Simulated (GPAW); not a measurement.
# CH2BFO (SMILES O=CBF): TD-LDA (PW92)/dzp (scalar-relativistic datasets, kernel RPA, restrict set)

Aim: the excited states of CH2BFO. Input form: an ASE script.

The results are computed with GPAW 26.7.0.

5 further runs of the same task are left out: 3 that didn't finish, 2 set aside as unsound or not needed.

## (1) Starting point

CH2BFO: 6 atoms, total charge 0, spin state singlet. As SMILES, `O=CBF`. The coordinates come from a GFN2-xTB relaxation. This is one conformer, not always the lowest.

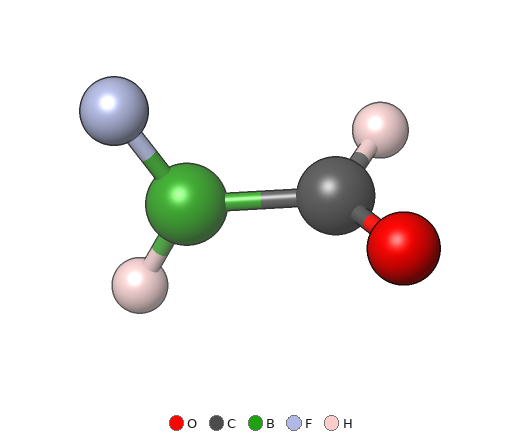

Viewed from a chosen angle; oxygen red, carbon dark grey, boron green, fluorine light blue, hydrogen pink.

## (2) The vertical excitations at TD-LDA (PW92)/dzp (scalar-relativistic datasets, kernel RPA, restrict set)

Input file run.py:

```python
from ase.io.zmatrix import parse_zmatrix
from ase.units import Hartree
from gpaw import GPAW
from gpaw.lrtddft import LrTDDFT
from gpaw.utilities.adjust_cell import adjust_cell

mol = parse_zmatrix("""
O
C 1 1.203698
B 2 1.590258 1 131.42856
F 3 1.306378 2 119.21614 1 105.00165
H 2 1.124422 1 118.39831 3 -177.49221
H 3 1.17395 4 117.85442 2 -173.01769
""")
adjust_cell(mol, 3.0, h=0.2)

gpaw_calc = GPAW(mode="lcao",
                 basis="dzp",
                 h=0.2,
                 xc="LDA",
                 nbands="nao",
                 maxiter=100,
                 symmetry="off",
                 legacy_gpaw=True,
                 txt="-")
mol.calc = gpaw_calc
mol.get_potential_energy()

lr = LrTDDFT(gpaw_calc, xc="RPA", restrict={"jend": 18, "istart": 7}, txt="lr.txt")
lr.diagonalize()
energies = [x.get_energy() * Hartree for x in lr][:6]
strengths = [x.get_oscillator_strength()[0] for x in lr][:6]
for n, (e, f) in enumerate(zip(energies, strengths), 1):
    print(f'{n:3d} {e:8.3f} eV  f = {f:.4f}')
lr.analyse(range(4))
```

Started as:

```sh
$ python run.py
```

Standard output:

```text
___ ___ ___ _ _ _
 |   |   |_  | | | |
 | | | | | . | | | |
 |__ |  _|___|_____|  26.7.0
 |___|_|

units:  Angstrom and eV
cores:  1
OpenMP: False

Versions:
  Python: 3.12.14
  ASE:    3.29.0
  Numpy:  2.5.5
  Scipy:  1.18.1
  Libxc:  7.0.0

Input parameters:
  basis: dzp
  h: 0.2
  maxiter: 100
  mode: lcao
  nbands: nao
  symmetry: off

System changes: positions, numbers, cell, pbc, initial_charges, initial_magmoms

Initialize ...

species:
  O:
    name:    Oxygen
    Z:       8.0
    valence: 6
    core:    2
    charge:  0.0  # [|e|]
    file:    O.LDA.gz
    compensation charges:
      type: gauss
      rc: 0.21  # [Å]
      lmax: 2
    cutoffs:
      filter: 1.17  # [Å]
      core: 0.83  # [Å]
    projectors
    | kind |    occ | energy [eV] | rcut [Å] |
    |------|--------|-------------|----------|
    |   2s |  2.000 |     -23.752 |    0.688 |
    |   2p |  4.000 |      -9.195 |    0.598 |
    |    s |        |       3.459 |    0.688 |
    |    p |        |      18.016 |    0.598 |
    |    d |        |       0.000 |    0.619 |

    LCAO basis set for O:
      Name: dzp
      File: O.dzp.basis.gz
      Number of radial functions: 5
      Number of spherical harmonics: 13
        l=0, rc=4.3438 Bohr: 2s-sz confined orbital
        l=1, rc=5.3906 Bohr: 2p-sz confined orbital
        l=0, rc=2.2969 Bohr: 2s-dz split-valence wave
        l=1, rc=2.8906 Bohr: 2p-dz split-valence wave
        l=2, rc=5.3906 Bohr: d-type Gaussian polarization
      Number of RI-basis functions 0

  C:
    name:    Carbon
    Z:       6.0
    valence: 4
    core:    2
    charge:  0.0  # [|e|]
    file:    C.LDA.gz
    compensation charges:
      type: gauss
      rc: 0.20  # [Å]
      lmax: 2
    cutoffs:
      filter: 1.14  # [Å]
      core: 1.14  # [Å]
    projectors
    | kind |    occ | energy [eV] | rcut [Å] |
    |------|--------|-------------|----------|
    |   2s |  2.000 |     -13.639 |    0.635 |
    |   2p |  2.000 |      -5.414 |    0.635 |
    |    s |        |      13.573 |    0.635 |
    |    p |        |      21.797 |    0.635 |
    |    d |        |       0.000 |    0.635 |

    LCAO basis set for C:
      Name: dzp
      File: C.dzp.basis.gz
      Number of radial functions: 5
      Number of spherical harmonics: 13
        l=0, rc=5.5469 Bohr: 2s-sz confined orbital
        l=1, rc=6.6719 Bohr: 2p-sz confined orbital
        l=0, rc=3.0312 Bohr: 2s-dz split-valence wave
        l=1, rc=3.7500 Bohr: 2p-dz split-valence wave
        l=2, rc=6.6719 Bohr: d-type Gaussian polarization
      Number of RI-basis functions 0

  B:
    name:    Boron
    Z:       5.0
    valence: 3
    core:    2
    charge:  0.0  # [|e|]
    file:    B.LDA.gz
    compensation charges:
      type: gauss
      rc: 0.20  # [Å]
      lmax: 2
    cutoffs:
      filter: 1.14  # [Å]
      core: 1.42  # [Å]
    projectors
    | kind |    occ | energy [eV] | rcut [Å] |
    |------|--------|-------------|----------|
    |   2s |  2.000 |      -9.383 |    0.635 |
    |   2p |  1.000 |      -3.714 |    0.635 |
    |    s |        |      17.828 |    0.635 |
    |    p |        |      23.498 |    0.635 |
    |    d |        |       0.000 |    0.635 |

    LCAO basis set for B:
      Name: dzp
      File: B.dzp.basis.gz
      Number of radial functions: 5
      Number of spherical harmonics: 13
        l=0, rc=6.6719 Bohr: 2s-sz confined orbital
        l=1, rc=8.2188 Bohr: 2p-sz confined orbital
        l=0, rc=3.7500 Bohr: 2s-dz split-valence wave
        l=1, rc=4.6094 Bohr: 2p-dz split-valence wave
        l=2, rc=8.2188 Bohr: d-type Gaussian polarization
      Number of RI-basis functions 0

[... 66 lines left out ...]
Reference energy: -6432.541599  # eV
[... 3 lines left out ...]
Convergence criteria:
 Maximum [total energy] change in last 3 cyles: 0.0005 eV / valence electron
[... 4 lines left out ...]
 the SCF output indicates the quantity has converged.)
[... 9 lines left out ...]
       k-points in crystal coordinates                weights
[... 59 lines left out ...]
Bands to converge: occupied
[... 34 lines left out ...]
Unit cell:
           periodic     x           y           z      points  spacing
  1. axis:    no     9.600000    0.000000    0.000000    48     0.2000
  2. axis:    no     0.000000    8.800000    0.000000    44     0.2000
  3. axis:    no     0.000000    0.000000    8.800000    44     0.2000

  Lengths:   9.600000   8.800000   8.800000
  Angles:   90.000000  90.000000  90.000000

Effective grid spacing dv^(1/3) = 0.2000

iter:   1 hh:mm:ss   -34.508459        c
iter:   2 hh:mm:ss   -34.326042        c -0.91
iter:   3 hh:mm:ss   -33.394171        c -0.94
iter:   4 hh:mm:ss   -33.338928        c -1.56
[... 4 lines of this table left out ...]
iter:   9 hh:mm:ss   -33.332661c       c -4.12c

Converged after 9 iterations.

Dipole moment: (0.368749, 0.012845, -0.081213) |e|*Ang

Energy contributions relative to reference atoms: (reference = -6432.541599)

Kinetic:        +35.038492
Potential:      -35.319718
External:        +0.000000
XC:             -33.942029
Entropy (-ST):   +0.000000
Local:           +0.890595
SIC:             +0.000000
--------------------------
Free energy:    -33.332661
Extrapolated:   -33.332661

 Band  Eigenvalues  Occupancy
    0    -30.98914    2.00000
    1    -26.47247    2.00000
    2    -15.90749    2.00000
[... 58 lines of this table left out ...]
   61     78.65268    0.00000

Fermi level: -4.25633

Gap: 2.582 eV
Transition (v -> c):
  (s=0, k=0, n=10, [0.00, 0.00, 0.00]) -> (s=0, k=0, n=11, [0.00, 0.00, 0.00])
No difference between direct/indirect transitions
Initializing position-dependent things.

      .-----------------------.
     /|                       |
    / |                       |
   /  |                       |
  /   |                       |
 *    |                       |
 |    |             F         |
 |    |                       |
 |    |     O  C  B           |
 |    |        H   H          |
 |    |                       |
 |    .-----------------------.
 |   /                       /
 |  /                       /
 | /                       /
 |/                       /
 *-----------------------*

Atomic positions and initial magnetic moments

Positions:
   0 O      3.350421    4.017446    4.339733    ( 0.0000,  0.0000,  0.0000)
   1 C      4.554119    4.017446    4.339733    ( 0.0000,  0.0000,  0.0000)
   2 B      5.606370    5.209792    4.339733    ( 0.0000,  0.0000,  0.0000)
   3 F      6.249579    5.492604    5.441060    ( 0.0000,  0.0000,  0.0000)
   4 H      5.088892    3.029281    4.296454    ( 0.0000,  0.0000,  0.0000)
   5 H      5.925063    5.770719    3.358940    ( 0.0000,  0.0000,  0.0000)

Unit cell:
           periodic     x           y           z      points  spacing
  1. axis:    no     9.600000    0.000000    0.000000    48     0.2000
  2. axis:    no     0.000000    8.800000    0.000000    44     0.2000
  3. axis:    no     0.000000    0.000000    8.800000    44     0.2000

  Lengths:   9.600000   8.800000   8.800000
  Angles:   90.000000  90.000000  90.000000

Effective grid spacing dv^(1/3) = 0.2000

iter:   1 hh:mm:ss   -33.332661        c      c
iter:   2 hh:mm:ss   -33.332661        c      c
iter:   3 hh:mm:ss   -33.332661c       c      c

Converged after 3 iterations.

Dipole moment: (0.368749, 0.012845, -0.081213) |e|*Ang

Energy contributions relative to reference atoms: (reference = -6432.541599)

Kinetic:        +35.038492
Potential:      -35.319718
External:        +0.000000
XC:             -33.942029
Entropy (-ST):   +0.000000
Local:           +0.890595
SIC:             +0.000000
--------------------------
Free energy:    -33.332661
Extrapolated:   -33.332661

 Band  Eigenvalues  Occupancy
    0    -30.98914    2.00000
    1    -26.47247    2.00000
    2    -15.90749    2.00000
[... 58 lines of this table left out ...]
   61     78.65268    0.00000

Fermi level: -4.25633

Gap: 2.582 eV
Transition (v -> c):
  (s=0, k=0, n=10, [0.00, 0.00, 0.00]) -> (s=0, k=0, n=11, [0.00, 0.00, 0.00])
No difference between direct/indirect transitions
  1    3.119 eV  f = 0.0026
  2    3.830 eV  f = 0.0051
  3    6.542 eV  f = 0.0190
  4    7.281 eV  f = 0.0194
  5    7.493 eV  f = 0.0055
  6    8.402 eV  f = 0.1053
0: E=3.119 eV, f=0.0026454, (0.00010293,0.0067283,0.0011049)
  10->11 u 0.956
  10->12 u 0.0419
  rest=0.00189
1: E=3.830 eV, f=0.0050839, (0.00096834,0.013409,0.00087397)
  10->11 u 0.0425
  10->12 u 0.956
  rest=0.00171
2: E=6.542 eV, f=0.018991, (0.0016718,0.047389,0.0079116)
  8->11 u 0.0154
  9->11 u 0.969
  rest=0.0153
3: E=7.281 eV, f=0.019358, (0.029856,0.00041578,0.027803)
  7->11 u 0.0135
  9->12 u 0.968
  rest=0.018
```

lr.txt:

```text
Kohn-Sham single transitions

KSS 32 transitions (restrict={'jend': 18, 'istart': 7})
KSS TRK sum 2.67468 (3.94875,1.97878,2.0965)
KSS polarisabilities(l=0-3) 2.67468, 20.9915, 295.849, 10447.3

Linear response TDDFT calculation

RPA 32 transitions
RPA kss[0]= # <KSSingle> 7->11 0(0) eji=7.9176[eV] (-0.305327,-0.068527,-0.141844)
RPA estimated time left 30s
RPA kss[1]= # <KSSingle> 7->12 0(0) eji=8.61631[eV] (-0.288042,-0.160963,-0.0112614)
RPA estimated time left 22s
RPA kss[2]= # <KSSingle> 7->13 0(0) eji=13.1418[eV] (-0.243098,0.267755,-0.0651962)
RPA estimated time left 20s
RPA kss[3]= # <KSSingle> 7->14 0(0) eji=14.1039[eV] (0.041266,0.180596,0.248275)
RPA estimated time left 20s
RPA kss[4]= # <KSSingle> 7->15 0(0) eji=14.9047[eV] (-0.0294182,-0.0708838,-0.000594659)
RPA estimated time left 26s
RPA kss[5]= # <KSSingle> 7->16 0(0) eji=16.8468[eV] (0.0907903,0.212787,5.69696e-05)
RPA estimated time left 20s
RPA kss[6]= # <KSSingle> 7->17 0(0) eji=17.3259[eV] (-0.478601,-0.137165,0.0555052)
RPA estimated time left 16s
RPA kss[7]= # <KSSingle> 7->18 0(0) eji=17.5225[eV] (-0.0477863,0.109615,-0.0507332)
RPA estimated time left 15s
RPA kss[8]= # <KSSingle> 8->11 0(0) eji=7.03105[eV] (-0.624015,-0.0995936,-0.0659851)
RPA estimated time left 14s
RPA kss[9]= # <KSSingle> 8->12 0(0) eji=7.72975[eV] (0.590078,0.00408122,-0.0256179)
RPA estimated time left 13s
RPA kss[10]= # <KSSingle> 8->13 0(0) eji=12.2552[eV] (0.07234,0.0619783,0.0356522)
RPA estimated time left 12s
RPA kss[11]= # <KSSingle> 8->14 0(0) eji=13.2174[eV] (0.0192683,-0.188356,0.118634)
RPA estimated time left 11s
RPA kss[12]= # <KSSingle> 8->15 0(0) eji=14.0182[eV] (-2.22009e-05,-0.145677,0.00289263)
RPA estimated time left 10s
RPA kss[13]= # <KSSingle> 8->16 0(0) eji=15.9603[eV] (-0.0366815,-0.139653,-0.294526)
RPA estimated time left 9s
RPA kss[14]= # <KSSingle> 8->17 0(0) eji=16.4393[eV] (0.122039,-0.00442543,-0.481726)
RPA estimated time left 8s
RPA kss[15]= # <KSSingle> 8->18 0(0) eji=16.6359[eV] (-0.0360498,-0.0584902,-0.183886)
RPA estimated time left 8s
RPA kss[16]= # <KSSingle> 9->11 0(0) eji=5.96919[eV] (0.119762,0.18376,-0.064687)
RPA estimated time left 7s
RPA kss[17]= # <KSSingle> 9->12 0(0) eji=6.6679[eV] (-0.263226,-0.0161042,0.129394)
RPA estimated time left 5s
RPA kss[18]= # <KSSingle> 9->13 0(0) eji=11.1933[eV] (0.212903,0.248114,-0.180369)
RPA estimated time left 5s
RPA kss[19]= # <KSSingle> 9->14 0(0) eji=12.1555[eV] (0.0985194,0.0612355,0.481883)
RPA estimated time left 5s
RPA kss[20]= # <KSSingle> 9->15 0(0) eji=12.9563[eV] (0.219628,0.376943,-0.333517)
RPA estimated time left 4s
RPA kss[21]= # <KSSingle> 9->16 0(0) eji=14.8984[eV] (-0.242011,-0.188417,-0.20399)
RPA estimated time left 3s
RPA kss[22]= # <KSSingle> 9->17 0(0) eji=15.3774[eV] (0.311293,-0.0841556,0.238395)
RPA estimated time left 3s
RPA kss[23]= # <KSSingle> 9->18 0(0) eji=15.5741[eV] (0.0278866,-0.189362,-0.150461)
RPA estimated time left 2s
RPA kss[24]= # <KSSingle> 10->11 0(0) eji=2.58155[eV] (-0.0392849,0.0518244,0.0346241)
RPA estimated time left 2s
RPA kss[25]= # <KSSingle> 10->12 0(0) eji=3.28026[eV] (-0.00879986,0.111844,-0.0172455)
RPA estimated time left 2s
RPA kss[26]= # <KSSingle> 10->13 0(0) eji=7.8057[eV] (0.258749,-0.48232,0.0145685)
RPA estimated time left 1s
RPA kss[27]= # <KSSingle> 10->14 0(0) eji=8.76788[eV] (0.188313,-0.0999632,-0.068329)
RPA estimated time left 1s
RPA kss[28]= # <KSSingle> 10->15 0(0) eji=9.56867[eV] (-0.28712,-0.138611,0.19335)
RPA estimated time left 1s
RPA kss[29]= # <KSSingle> 10->16 0(0) eji=11.5108[eV] (0.359027,-0.0702768,0.0834568)
RPA estimated time left 0s
RPA kss[30]= # <KSSingle> 10->17 0(0) eji=11.9898[eV] (-0.2239,-0.279207,-0.0838711)
RPA estimated time left 0s
RPA kss[31]= # <KSSingle> 10->18 0(0) eji=12.1864[eV] (0.165975,-0.0114874,0.0878987)
# diagonalize: 32 transitions original
# diagonalize: 32 transitions now
LrTDDFT digonalized:
  <LrTDDFTExcitation> om=3.11897[eV] |me|=0.0629925 (-0.11,0.92,0.37)
  <LrTDDFTExcitation> om=3.83022[eV] |me|=0.0873263 (-0.25,-0.94,0.24)
  <LrTDDFTExcitation> om=6.54243[eV] |me|=0.168779 (0.17,0.91,-0.37)
  <LrTDDFTExcitation> om=7.28095[eV] |me|=0.170404 (0.72,-0.08,-0.69)
  <LrTDDFTExcitation> om=7.49305[eV] |me|=0.0910317 (-0.27,-0.85,-0.45)
  <LrTDDFTExcitation> om=8.40223[eV] |me|=0.397423 (-0.25,0.96,-0.09)
  <LrTDDFTExcitation> om=8.64004[eV] |me|=0.226534 (-0.80,-0.47,-0.38)
  <LrTDDFTExcitation> om=9.05649[eV] |me|=0.285859 (-0.18,0.98,0.05)
  <LrTDDFTExcitation> om=9.57065[eV] |me|=0.159488 (-0.74,-0.57,0.36)
  <LrTDDFTExcitation> om=9.84321[eV] |me|=0.235442 (-0.72,-0.20,0.66)
  <LrTDDFTExcitation> om=11.4033[eV] |me|=0.22811 (0.71,-0.59,0.39)
  <LrTDDFTExcitation> om=11.7125[eV] |me|=0.313201 (-0.68,-0.70,0.20)
  <LrTDDFTExcitation> om=12.0193[eV] |me|=0.587325 (-0.98,-0.16,0.10)
  <LrTDDFTExcitation> om=12.5362[eV] |me|=0.164744 (-0.93,0.28,0.23)
  <LrTDDFTExcitation> om=12.5752[eV] |me|=0.150981 (0.71,-0.68,0.20)
  <LrTDDFTExcitation> om=12.8223[eV] |me|=0.572815 (-0.74,-0.65,0.17)
  <LrTDDFTExcitation> om=13.0116[eV] |me|=0.371092 (-0.08,-0.29,-0.95)
  <LrTDDFTExcitation> om=13.6459[eV] |me|=0.0524909 (0.14,0.97,-0.20)
  <LrTDDFTExcitation> om=13.8131[eV] |me|=0.504501 (-0.91,0.35,-0.25)
  <LrTDDFTExcitation> om=14.0912[eV] |me|=0.522886 (-0.70,-0.58,0.42)
  <LrTDDFTExcitation> om=14.391[eV] |me|=0.4165 (0.56,-0.60,-0.57)
  <LrTDDFTExcitation> om=14.8818[eV] |me|=0.438469 (-0.42,0.45,-0.79)
  <LrTDDFTExcitation> om=15.2538[eV] |me|=0.30301 (0.24,0.59,-0.77)
  <LrTDDFTExcitation> om=15.459[eV] |me|=0.235309 (-0.37,0.12,-0.92)
  <LrTDDFTExcitation> om=15.7685[eV] |me|=0.358753 (-0.80,0.57,-0.19)
  <LrTDDFTExcitation> om=16.1497[eV] |me|=0.186801 (0.82,-0.57,-0.04)
  <LrTDDFTExcitation> om=16.582[eV] |me|=0.36963 (0.78,0.31,0.54)
  <LrTDDFTExcitation> om=16.9905[eV] |me|=0.500779 (-0.68,-0.62,-0.39)
  <LrTDDFTExcitation> om=17.1712[eV] |me|=0.14939 (-0.99,0.16,-0.01)
  <LrTDDFTExcitation> om=17.6436[eV] |me|=0.519956 (-0.22,-0.37,-0.90)
  <LrTDDFTExcitation> om=17.7115[eV] |me|=0.471425 (-0.60,0.04,-0.80)
  <LrTDDFTExcitation> om=18.3802[eV] |me|=0.665136 (0.93,0.08,-0.35)
Timing:          incl.     excl.
---------------------------------------
diagonalize:     0.002     0.000   0.0% |
 build:          0.001     0.001   0.0% |
 clean:          0.000     0.000   0.0% |
 omega:          0.001     0.001   0.0% |
Other:          26.998    26.998 100.0% |---------------------------------------|
---------------------------------------
Total:                    27.000 100.0%

Memory usage: 304.27 MiB
```

Run time: 31 s. Hardware: 1 thread of Intel Xeon at 2.70GHz, shared host; peak memory 0.3 GiB.

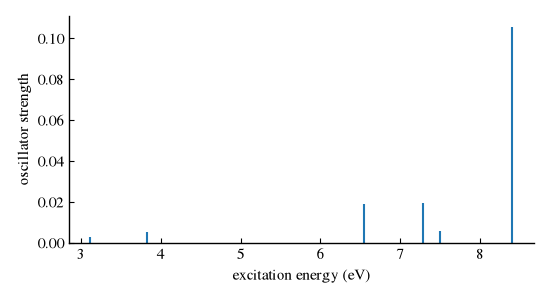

Vertical excitations as sticks.

The roots found:

```tsv
excited state	energy (eV)	strength
1	3.119	0.0026
2	3.830	0.0051
3	6.542	0.0190
4	7.281	0.0194
5	7.493	0.0055
6	8.402	0.1053
```

## (3) Summary of results

Level: TD-LDA (PW92)/dzp (scalar-relativistic datasets, kernel RPA, restrict set).

```
                                               quantity        value
 energy as printed (from the program's reference atoms)  -33.3327 eV
dipole moment (of the density that the program reports)       1.81 D
            HOMO energy (LDA (PW92) Kohn–Sham orbitals)     -5.55 eV
            LUMO energy (LDA (PW92) Kohn–Sham orbitals)     -2.97 eV
          HOMO–LUMO gap (LDA (PW92) Kohn–Sham orbitals)      2.58 eV
                       lowest singlet excitation energy      3.12 eV
```

The brightest of the 6 transitions from the ground state lies at 8.40 eV (148 nm, f = 0.105); the lowest, at 3.12 eV, has f = 0.003. Roots above 5.5 eV lie over the negative of the HOMO energy, where those of Rydberg kind are poorly described; valence roots are less touched.
